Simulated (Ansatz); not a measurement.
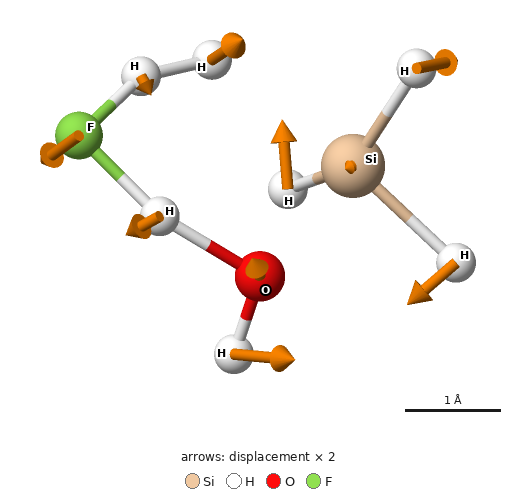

A constrained relaxation of SiH$_{7}$OF. The starting structure is drawn; orange arrows show the displacements, magnified 2 times. The two geometries are superimposed by the best rigid fit.

Style: ball-and-stick. Shown at a tilt.

The reaction that was planned forms Si1–O7, H6–F9, H2–H8 and breaks Si1–H2, H6–O7, H8–F9 (atoms numbered from 1 in input order).

The calculation used RKS PBE0-D4/def2-SVP in Ansatz 0.2.0. Settings: held fixed: the distance between atoms 1 (Si) and 7 (O), the distance between atoms 6 (H) and 9 (F), the distance between atoms 2 (H) and 8 (H), the distance between atoms 1 (Si) and 2 (H), the distance between atoms 6 (H) and 7 (O), the distance between atoms 8 (H) and 9 (F), counting from 1; force threshold 0.08 eV/Å; at most 120 steps.

**What happened in the run?**

The optimiser took 10 steps. The largest move after the best rigid fit is that of an H atom, 0.48 Å. Largest moves by element: H 0.48 Å, F 0.42 Å, O 0.16 Å, Si 0.06 Å. Among the contacts that change: H–Si 1.457 → 1.487 Å, H–Si 1.491 → 1.509 Å, H–O 0.954 → 0.967 Å. Among the angles between lasting bonds that change: H–Si–H 143.3° → 117.1°, H–O–H 107.2° → 115.5°, H–Si–H 99.6° → 104.5°. The run took of the order of 30 core-seconds on a shared host.
